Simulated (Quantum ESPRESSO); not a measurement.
## Convergence study of the k-point mesh at a smearing width of 0.02 eV for BePd (P4mm, 2 atoms in the cell)

```yaml
crystal:
  lattice:
    - [2.80321, 0.00000, 0.00000]
    - [0.00000, 2.80321, 0.00000]
    - [0.00000, 0.00000, 2.80321]
  atoms:
    - { symbol: Be, position: [0.00000, 0.00000, 0.01784] }
    - { symbol: Pd, position: [0.50000, 0.50000, 0.50000] }
```

Method: PBEsol, GBRV 1.5 ultrasoft (PBESOL) pseudopotentials (plane waves; Quantum ESPRESSO 7.5).

Base settings: ecutwfc = 40 Ry; ecutrho = 320 Ry; occupations = smearing; smearing = fermi-dirac; degauss = 0.0073499 Ry; potentials = {Be: be_pbesol_v1.4.uspp.F.UPF, Pd: pd_pbesol_v1.4.uspp.F.UPF}; K_POINTS = automatic 10 10 10 0 0 0; conv_thr = 1e-10 Ry.

In this ladder: degauss = 0.00147 Ry.

Only quantities that move along the ladder and can be compared are tabulated.

The count of work is k-points × plane waves × bands × iterations; it is no time. Core times come from one kind of shared machine, to one figure; runs under 30 s give none.

The starting cell comes from a database of computed structures (which also holds hypothetical and non-ambient phases and stackings), without a prior relaxation at this level. Its lattice was rescaled by up to half a per cent. One atom was moved a little off its site on purpose. Spin polarisation is off.

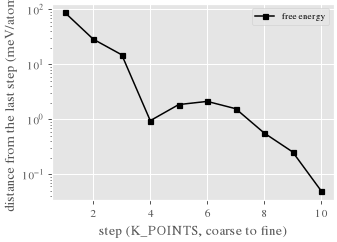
Figure: Distance from the last step along the ladder; very small values are drawn at a floor.

```csv
K_POINTS,free energy less the last step's (meV/atom),pressure (GPa),largest difference of a force vector from the last step's (eV/Å),count of work / last,core time / last (rough)
automatic 4 4 4 0 0 0,87.92,0.60,0.012,0.013,–
automatic 5 5 5 0 0 0,-28.70,-1.44,0.005,0.0091,–
automatic 6 6 6 0 0 0,14.92,-0.35,0.001,0.022,–
automatic 7 7 7 0 0 0,0.95,-0.58,0.001,0.022,–
automatic 9 9 9 0 0 0,1.86,-0.71,0.004,0.038,–
automatic 11 11 11 0 0 0,2.12,-0.97,0.003,0.064,–
automatic 13 13 13 0 0 0,1.56,-0.62,0.001,0.11,–
automatic 15 15 15 0 0 0,0.56,-0.74,0.000,0.15,–
automatic 19 19 19 0 0 0,-0.25,-0.65,0.000,0.31,0.4
automatic 23 23 23 0 0 0,0.00,-0.62,0.000,0.52,0.5
automatic 28 28 28 0 0 0,0.00,-0.68,0.000,1.0,1
```

Coarsest K_POINTS that holds the free energy within 5 meV/atom of the last step, with all finer ones: automatic 7 7 7 0 0 0, at 0.022 of the last step's count of work; the step before is off by 15 meV/atom.

Coarsest K_POINTS that holds the forces within 0.005 eV/Å of the last step, with all finer ones: automatic 5 5 5 0 0 0, at 0.0091 of the last step's count of work; the step before is off by 0.012 eV/Å.

Coarsest K_POINTS that holds the pressure within 1 GPa of the last step, with all finer ones: automatic 5 5 5 0 0 0, at 0.0091 of the last step's count of work; the step before is off by 1.3 GPa.
